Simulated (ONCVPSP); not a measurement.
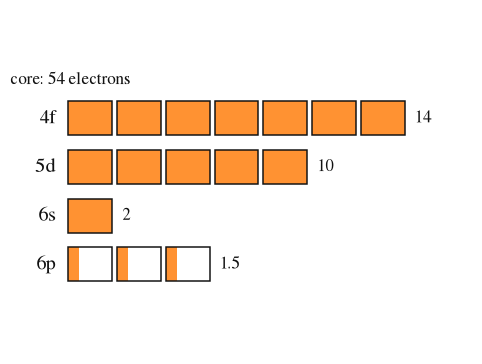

Figure 1. The valence shells of the reference configuration: a box for each of the 2l + 1 orbitals, shaded by the share of the shell that is filled, with the electron count at the right. The shells are those of the unaltered input.

Pseudopotential generation: Pb (part 1 of 2)

Lead (Pb, Z = 82), core [Xe], reference valence 4f14 5d10 6s2 6p1.5 (an ion of charge +0.5), valence charge 28. (This line and the method describe the unaltered input from which the odd one was made.) Computed at this level: ONCV potential, PBE, fully relativistic, made with ONCVPSP 4.0.1.

Input file:
```
# ATOM AND REFERENCE CONFIGURATION
# atsym  z   nc   nv     iexc    psfile
  Pb 82.00   11    4        1      upf
#
#   n    l    f
    1    0    2.00
    2    0    2.00
    2    1    6.00
    3    0    2.00
    3    1    6.00
    3    2   10.00
    4    0    2.00
    4    1    6.00
    4    2   10.00
    5    0    2.00
    5    1    6.00
    4    3   14.00
    5    2   10.00
    6    0    2.00
    6    1    1.50
#
# PSEUDOPOTENTIAL AND OPTIMIZATION
# lmax
    3
#
#   l,   rc,      ep,       ncon, nbas, qcut
    0    2.15    0.00    5   10    3.20
    1    2.45    0.00    4    8    3.30
    2    1.75    0.00    3    7    8.50
    3    0.75    0.00    4    9   27.70
#
# LOCAL POTENTIAL
# lloc, lpopt,  rc(5),   dvloc0
    3    5    0.75    0.00
#
# VANDERBILT-KLEINMAN-BYLANDER PROJECTORs
# l, nproj, debl
    0    2    0.60
    1    3    0.80
    2    2    2.80
    3    0    0.50
#
# MODEL CORE CHARGE
# icmod, fcfact, rcfact
    3    3.25    1.30
#
# LOG DERIVATIVE ANALYSIS
# epsh1, epsh2, depsh
   -7.00    5.00    0.04
#
# OUTPUT GRID
# rlmax, drl
    6.00    0.01
#
# TEST CONFIGURATIONS
# ncnf
    4
# nvcnf
#   n    l    f
    4
    4    3   14.00
    5    2   10.00
    6    0    2.00
    6    1    2.00
#
    4
    4    3   14.00
    5    2   10.00
    6    0    2.00
    6    1    1.00
#
    4
    4    3   14.00
    5    2   10.00
    6    0    2.00
    6    1    0.00
#
    4
    4    3   14.00
    5    2   10.00
    6    0    1.00
    6    1    3.00
#
```

Run as:
```bash
oncvpspr.x < Pb.dat > Pb.out
```

The program's output (extracts):
```
ONCVPSP  (Optimized Norm-Conservinng Vanderbilt PSeudopotential)
relativistic version 4.0.1

#   n    l    f        energy (Ha)
    1    0    2.00    -3.2307932D+03
    2    0    2.00    -5.7748568D+02
    2    1    6.00    -4.7429006D+02    -5.5468167D+02
    3    0    2.00    -1.3867575D+02
    3    1    6.00    -1.1044146D+02    -1.2837398D+02
    3    2   10.00    -8.9652429D+01    -9.3470552D+01
    4    0    2.00    -3.1453099D+01
    4    1    6.00    -2.2599488D+01    -2.6998064D+01
    4    2   10.00    -1.4513415D+01    -1.5334118D+01
    5    0    2.00    -5.4127034D+00
    5    1    6.00    -3.0584278D+00    -3.8875742D+00
    4    3   14.00    -4.9125080D+00    -5.0974119D+00
    5    2   10.00    -8.6828075D-01    -9.6361631D-01
    6    0    2.00    -5.7730227D-01
    6    1    1.50    -2.3570587D-01    -2.9677470D-01

Reference configufation results
  iterations    24
  all-electron total energy (Ha)   -2.09130093D+04

Begin loop to  construct optimized pseudo wave functions
and semi-local pseudopoentials for all angular momenta

   Wellstate for l =  0  n =  7 kap= -1
     eigenvalue =   0.0227
     asymptotic potential =   0.5227
     half-point radius =  7.2426

Calculating optimized projector #   1

 for l=   0

    Fraction of norm inside rc  0.482534
    Optimizing pswf for qcut=   3.20 a_B^-1,  ecut=   5.12 Ha
    Residual kinetic energy error=  3.89D-03 Ha

    Energy error per electron        Cutoff
         Ha          eV             Ha
         0.01000     0.27211        4.26
         0.00100     0.02721       11.29
         0.00010     0.00272       53.82
         0.00001     0.00027       63.95

Calculating optimized projector #   2

 for l=   0

    Fraction of norm inside rc  0.103821
    Optimizing pswf for qcut=   3.20 a_B^-1,  ecut=   5.12 Ha
    Residual kinetic energy error=  1.85D-03 Ha

    Energy error per electron        Cutoff
         Ha          eV             Ha
         0.01000     0.27211        3.61
         0.00100     0.02721        5.86
         0.00010     0.00272       31.37
         0.00001     0.00027       76.56

   Wellstate for l =  1  n =  7 kap= -2
     eigenvalue =   0.5643
     asymptotic potential =   1.0643
     half-point radius =  4.7086

   Wellstate for l =  1  n =  8 kap= -2
     eigenvalue =   1.3643
     asymptotic potential =   1.8643
     half-point radius =  5.1494

Calculating optimized projector #   1

 for l=   1

    Fraction of norm inside rc  0.265009
    Optimizing pswf for qcut=   3.30 a_B^-1,  ecut=   5.44 Ha
    Residual kinetic energy error=  3.28D-04 Ha

    Energy error per electron        Cutoff
         Ha          eV             Ha
         0.01000     0.27211        1.51
         0.00100     0.02721        4.62
         0.00010     0.00272        9.40
         0.00001     0.00027       28.99

Calculating optimized projector #   2

 for l=   1

    Fraction of norm inside rc  0.230517
    Optimizing pswf for qcut=   3.30 a_B^-1,  ecut=   5.44 Ha
    Residual kinetic energy error=  1.20D-03 Ha

    Energy error per electron        Cutoff
         Ha          eV             Ha
         0.01000     0.27211        3.56
         0.00100     0.02721        5.92
         0.00010     0.00272       38.37
         0.00001     0.00027       46.40

Calculating optimized projector #   3

 for l=   1

    Fraction of norm inside rc  0.133520
    Optimizing pswf for qcut=   3.30 a_B^-1,  ecut=   5.44 Ha
    Residual kinetic energy error=  3.89D-03 Ha

    Energy error per electron        Cutoff
         Ha          eV             Ha
         0.01000     0.27211        4.76
         0.00100     0.02721        6.99
         0.00010     0.00272       51.46
         0.00001     0.00027       59.87

   Wellstate for l =  1  n =  7 kap=  1
     eigenvalue =   0.5032

   Wellstate for l =  1  n =  8 kap=  1
     eigenvalue =   1.2959

Calculating optimized projector #   1

 for l=   1

    Fraction of norm inside rc  0.392463
    Optimizing pswf for qcut=   3.30 a_B^-1,  ecut=   5.44 Ha
    Residual kinetic energy error=  8.39D-04 Ha

    Energy error per electron        Cutoff
         Ha          eV             Ha
         0.01000     0.27211        1.69
         0.00100     0.02721        5.34
         0.00010     0.00272       25.83
         0.00001     0.00027       33.70

Calculating optimized projector #   2

 for l=   1

    Fraction of norm inside rc  0.231875
    Optimizing pswf for qcut=   3.30 a_B^-1,  ecut=   5.44 Ha
    Residual kinetic energy error=  1.77D-03 Ha

    Energy error per electron        Cutoff
         Ha          eV             Ha
         0.01000     0.27211        3.48
         0.00100     0.02721        6.01
         0.00010     0.00272       17.80
         0.00001     0.00027       41.03

Calculating optimized projector #   3

 for l=   1

    Fraction of norm inside rc  0.130056
    Optimizing pswf for qcut=   3.30 a_B^-1,  ecut=   5.44 Ha
    Residual kinetic energy error=  4.54D-03 Ha

    Energy error per electron        Cutoff
         Ha          eV             Ha
         0.01000     0.27211        4.74
         0.00100     0.02721        8.87
         0.00010     0.00272       29.86
         0.00001     0.00027       51.55

   Wellstate for l =  2  n =  7 kap= -3
     eigenvalue =   1.9317
     asymptotic potential =   2.4317
     half-point radius =  3.5830

Calculating optimized projector #   1

 for l=   2

    Fraction of norm inside rc  0.815621
    Optimizing pswf for qcut=   8.51 a_B^-1,  ecut=  36.23 Ha
    Residual kinetic energy error=  1.81D-07 Ha

    Energy error per electron        Cutoff
         Ha          eV             Ha
         0.01000     0.27211       19.25
         0.00100     0.02721       24.25
         0.00010     0.00272       28.35
         0.00001     0.00027       31.57

Calculating optimized projector #   2

 for l=   2

    Fraction of norm inside rc  0.091066
    Optimizing pswf for qcut=   8.51 a_B^-1,  ecut=  36.23 Ha
    Residual kinetic energy error=  2.31D-07 Ha

    Energy error per electron        Cutoff
         Ha          eV             Ha
         0.01000     0.27211       18.11
         0.00100     0.02721       23.47
         0.00010     0.00272       28.05
         0.00001     0.00027       31.64

   Wellstate for l =  2  n =  7 kap=  2
     eigenvalue =   1.8364

Calculating optimized projector #   1

 for l=   2

    Fraction of norm inside rc  0.842559
    Optimizing pswf for qcut=   8.51 a_B^-1,  ecut=  36.23 Ha
    Residual kinetic energy error=  3.32D-07 Ha

    Energy error per electron        Cutoff
         Ha          eV             Ha
         0.01000     0.27211       20.08
         0.00100     0.02721       25.03
         0.00010     0.00272       28.98
         0.00001     0.00027       32.25

Calculating optimized projector #   2

 for l=   2

    Fraction of norm inside rc  0.095327
    Optimizing pswf for qcut=   8.51 a_B^-1,  ecut=  36.23 Ha
    Residual kinetic energy error=  4.99D-07 Ha

    Energy error per electron        Cutoff
         Ha          eV             Ha
         0.01000     0.27211       18.85
         0.00100     0.02721       24.39
         0.00010     0.00272       28.85
         0.00001     0.00027       32.46

Calculating optimized projector #   1

 for l=   3

    Fraction of norm inside rc  0.914923
    Optimizing pswf for qcut=  27.68 a_B^-1,  ecut= 383.01 Ha
    Residual kinetic energy error=  5.14D-08 Ha

    Energy error per electron        Cutoff
         Ha          eV             Ha
         0.01000     0.27211      257.65
         0.00100     0.02721      291.80
         0.00010     0.00272      319.77
         0.00001     0.00027      342.34

Calculating optimized projector #   1

 for l=   3

    Fraction of norm inside rc  0.920012
    Optimizing pswf for qcut=  27.68 a_B^-1,  ecut= 383.01 Ha
    Residual kinetic energy error=  5.39D-08 Ha

    Energy error per electron        Cutoff
         Ha          eV             Ha
         0.01000     0.27211      258.47
         0.00100     0.02721      292.48
         0.00010     0.00272      320.35
         0.00001     0.00027      342.78

Construct Vanderbilt / Kleinmman-Bylander projectors

B matrix Hermiticity error, ll=  0  kap= -1
   1   2    3.5545D-05

  Orthonormal projector coefficients  2.1352E+01  3.0099E+00

B matrix Hermiticity error, ll=  1  kap= -2
   1   2    4.3917D-05
   1   3   -8.1389D-05
   2   3    4.8001D-05

  Orthonormal projector coefficients  6.9691E+02  7.6795E+00  5.7394E-01

B matrix Hermiticity error, ll=  1  kap=  1
   1   2    5.2381D-05
   1   3   -9.6340D-05
   2   3    5.0406D-05

  Orthonormal projector coefficients  3.3232E+01  5.9610E+00  6.2851E-01

B matrix Hermiticity error, ll=  2  kap= -3
   1   2   -3.9398D-04

  Orthonormal projector coefficients  3.1208E+01  1.5437E+00

B matrix Hermiticity error, ll=  2  kap=  2
   1   2   -4.1972D-04

  Orthonormal projector coefficients  3.4876E+01  1.9481E+00

 Orthonormal scalar projector coefficients, l =  1
  4.6918E+02  9.8484E+00  3.7477E+00  5.2539E-01  7.3371E-02  4.4998E-03

 Orthonormal spin-orbit projector coefficients, l =  1
  4.5583E+02 -1.2005E+01 -9.6311E-01  5.6525E-01  1.7673E-01 -4.5645E-02

 Orthonormal scalar projector coefficients, l =  2
  3.2648E+01  1.7220E+00  1.0238E-02  3.1879E-04

 Orthonormal spin-orbit projector coefficients, l =  2
 -1.8155E+00  1.5769E-01  3.6450E-02 -7.8144E-03

 Orthonormal scalar projector coefficients, l =  3

 Orthonormal spin-orbit projector coefficients, l =  3

Model core correction analysis
  based on d2Exc/dn_idn_j

d2excae - all-electron derivatives

   -2.846082D-02   -3.518261D-03   -9.713700D-04   -4.563486D-04
   -3.518260D-03   -1.451039D-02   -6.908821D-03   -3.308645D-03
   -9.713714D-04   -6.908660D-03   -1.621046D-02   -1.335240D-02
   -4.563492D-04   -3.308524D-03   -1.335160D-02   -1.728308D-02

d2excps - pseudofunction derivatives with no core correction

   -6.638814D-02   -6.043845D-03   -3.574397D-04   -1.113556D-04
   -6.043843D-03   -2.468398D-02   -1.076051D-02   -4.908978D-03
   -3.574412D-04   -1.076016D-02   -2.141726D-02   -1.747148D-02
   -1.113563D-04   -4.908701D-03   -1.746902D-02   -2.271464D-02

rms 2nd derivative error    1.025017E-02

rmatch, rhocmatch    0.9690   11.9284

Teter function model core charge with specified parameters

d2excps - pseudofunction derivatives with core correction

   -6.017249D-02   -4.865317D-03   -2.929940D-04   -9.177745D-05
   -4.865322D-03   -2.133340D-02   -1.030171D-02   -4.772541D-03
   -2.929944D-04   -1.030132D-02   -2.129904D-02   -1.743358D-02
   -9.177777D-05   -4.772250D-03   -1.743112D-02   -2.270182D-02

rms 2nd derivative error    8.561765E-03

Pseudoatom total energy -451.898357

Diagnostic tests using Vanderbilt-Kleinman-Bylander pseudopotentials
  relativistic with J = L +/- 1/2 projectors

   l  kap   rcore       rmatch      e in        delta e    norm test   slope test

   0  -1   2.1599464   2.2255270  -0.5773023  -0.0000023   1.0000505   1.0000626
   0  -1   2.1599464   2.2255270   0.0226977  -0.0000001   1.0001614   1.0001614

   1  -2   2.4637608   2.5385659  -0.2357059  -0.0000005   1.0000240   1.0000012
   1   1   2.4637608   2.5385659  -0.2967747   0.0000010   1.0000337   1.0000296
   1  -2   2.4637608   2.5385659   0.5642941   0.0000018   1.0001386   1.0001386
   1   1   2.4637608   2.5385659   0.4959449   0.0000006   1.0001450   1.0001450
   1  -2   2.4637608   2.5385659   1.3642941   0.0000004   1.0002039   1.0002039
   1   1   2.4637608   2.5385659   1.3057250   0.0000033   1.0002120   1.0002120

   2  -3   1.7519175   1.8051095  -0.8682807   0.0000008   1.0001492   1.0001810
   2   2   1.7519175   1.8051095  -0.9636163   0.0001044   1.0002633   1.0003450
   2  -3   1.7519175   1.8051095   1.9317192   0.0000883   1.0003111   1.0003111
   2   2   1.7519175   1.8051095   1.9106440   0.0001252   1.0002989   1.0002989

   3  -4   0.7536997   0.7765837  -4.9125080  -0.0786414   1.0097504   1.0007704
   3   3   0.7536997   0.7765837  -5.0974119   0.1062625   0.9869623   0.9989222

Diagnostic tests using Vanderbilt-Kleinman-Bylander pseudopotentials
  relativistic with scalar and spin-orbit non-local projectors

   l  kap   rcore       rmatch      e in        delta e    norm test   slope test

   0  -1   2.1599464   2.2255270  -0.5773023  -0.0000023   1.0000505   1.0000626
   0  -1   2.1599464   2.2255270   0.0226977  -0.0000001   1.0001614   1.0001614

   1  -2   2.4637608   2.5385659  -0.2357059  -0.0144208   0.9742289   2.4579562
   1   1   2.4637608   2.5385659  -0.2967747   0.0333833   1.0326479  11.3767812
   1  -2   2.4637608   2.5385659   0.5642941  -0.0526971   1.0020767   1.0020767
   1   1   2.4637608   2.5385659   0.4959449   0.0981812   1.0004293   1.0004293
   1  -2   2.4637608   2.5385659   1.3642941  -0.0495610   0.9936948   0.9936948
   1   1   2.4637608   2.5385659   1.3057250   0.0756803   1.0273463   1.0273463

   2  -3   1.7519175   1.8051095  -0.8682807  -0.0021390   1.0007818   0.9988757
   2   2   1.7519175   1.8051095  -0.9636163  -0.0020414   1.0009170   0.9993208
   2  -3   1.7519175   1.8051095   1.9317192  -0.0006233   0.9998774   0.9998774
   2   2   1.7519175   1.8051095   1.9106440  -0.0003394   0.9999548   0.9999548

   3  -4   0.7536997   0.7765837  -4.9125080  -0.0786414   1.0097504   1.0007704
   3   3   0.7536997   0.7765837  -5.0974119   0.1062625   0.9869623   0.9989222

Ghost test for J = L + 1/2

 Testing for bound ghosts
   n   l    E NL Schr. Eq   E Basis Diag.   E Cutoff

       0                      -81.582701     95.66  WARNING - GHOST(-)
       0                      -28.217762     95.66  WARNING - GHOST(-)
   1   0       -0.577305       -0.576578     95.66

       1                      -33.013050     64.87  WARNING - GHOST(-)
       1                       -2.144020     64.87  WARNING - GHOST(-)
   2   1       -0.235706       -0.230992     64.87

       2                       -5.284686     84.45  WARNING - GHOST(-)
   3   2       -0.868280       -0.865383     84.45

 Testing for highly-localized positive-energy ghosts
       l    <radius>/rc     E Basis Diag.   E Cutoff

       0        0.579670        2.331328     95.66  WARNING - GHOST(+)

       1        0.303504      671.786452     64.87  WARNING - GHOST(+)

Ghost test for J = L - 1/2

 Testing for bound ghosts
   n   l    E NL Schr. Eq   E Basis Diag.   E Cutoff

       0                      -81.582701     95.66  WARNING - GHOST(-)
       0                      -28.217762     95.66  WARNING - GHOST(-)
   1   0       -0.577305       -0.576578     95.66

       1                      -45.423139     64.87  WARNING - GHOST(-)
       1                       -3.761507     64.87  WARNING - GHOST(-)
   2   1       -0.296774       -0.294790     64.87

       2                       -1.658248     84.45  WARNING - GHOST(-)
   3   2       -0.963512       -0.960275     84.45

 Testing for highly-localized positive-energy ghosts
       l    <radius>/rc     E Basis Diag.   E Cutoff

       0        0.579670        2.331328     95.66  WARNING - GHOST(+)

Test configuration 0

   n   l kap    f        eae           eps        diff
   1   0  -1  2.0000-3230.79316728
   2   0  -1  2.0000 -577.48568111
   2   1  -2  4.0000 -474.29005975
   2   1   1  2.0000 -554.68167217
   3   0  -1  2.0000 -138.67575430
   3   1  -2  4.0000 -110.44145911
   3   1   1  2.0000 -128.37398395
   3   2  -3  6.0000  -89.65242900
   3   2   2  4.0000  -93.47055237
   4   0  -1  2.0000  -31.45309852
   4   1  -2  4.0000  -22.59948846
   4   1   1  2.0000  -26.99806442
   4   2  -3  6.0000  -14.51341498
   4   2   2  4.0000  -15.33411841
   5   0  -1  2.0000   -5.41270336
   5   1  -2  4.0000   -3.05842780
   5   1   1  2.0000   -3.88757425
   4   3  -4  8.0000   -4.91250799   -4.99114938   -7.86E-02
   4   3   3  6.0000   -5.09741192   -4.99114937    1.06E-01
   5   2  -3  6.0000   -0.86828075   -0.86827994    8.06E-07
   5   2   2  4.0000   -0.96361631   -0.96351194    1.04E-04
   6   0  -1  2.0000   -0.57730227   -0.57730457   -2.30E-06
   6   1  -2  1.0000   -0.23570587   -0.23570641   -5.39E-07
   6   1   1  0.5000   -0.29677470   -0.29677370    9.98E-07

    Total energies and differences
      AE_ref= -2.09130093E+04  AE_tst= -2.09130093E+04  dif=  0.00E+00
      PS_ref= -4.51898357E+02  PS_tst= -4.51898357E+02  dif=  2.05E-12
      PSP excitation error= -2.05E-12

Test configuration 1

   n   l kap    f        eae           eps        diff
   1   0  -1  2.0000-3230.65799885
   2   0  -1  2.0000 -577.35093527
   2   1  -2  4.0000 -474.15529208
   2   1   1  2.0000 -554.54685303
   3   0  -1  2.0000 -138.54107440
   3   1  -2  4.0000 -110.30677697
   3   1   1  2.0000 -128.23929520
   3   2  -3  6.0000  -89.51776784
   3   2   2  4.0000  -93.33589024
   4   0  -1  2.0000  -31.31844063
   4   1  -2  4.0000  -22.46483348
   4   1   1  2.0000  -26.86340567
   4   2  -3  6.0000  -14.37876962
   4   2   2  4.0000  -15.19947138
   5   0  -1  2.0000   -5.27810133
   5   1  -2  4.0000   -2.92378261
   5   1   1  2.0000   -3.75295152
   4   3  -4  8.0000   -4.77786932   -4.85810889   -8.02E-02
   4   3   3  6.0000   -4.96277249   -4.85810888    1.05E-01
   5   2  -3  6.0000   -0.73421300   -0.73458806   -3.75E-04
   5   2   2  4.0000   -0.82939354   -0.82970306   -3.10E-04
   6   0  -1  2.0000   -0.45043227   -0.45044284   -1.06E-05
   6   1  -2  1.3333   -0.12561785   -0.12560526    1.26E-05
   6   1   1  0.6667   -0.17956595   -0.17955801    7.94E-06

    Total energies and differences
      AE_ref= -2.09130093E+04  AE_tst= -2.09131087E+04  dif= -9.94E-02
      PS_ref= -4.51898357E+02  PS_tst= -4.51997743E+02  dif= -9.94E-02
      PSP excitation error= -4.00E-06

Test configuration 2
```

(Continued in part 2.) Outcome of the run: generated, with a ghost state; the input is odd on purpose.
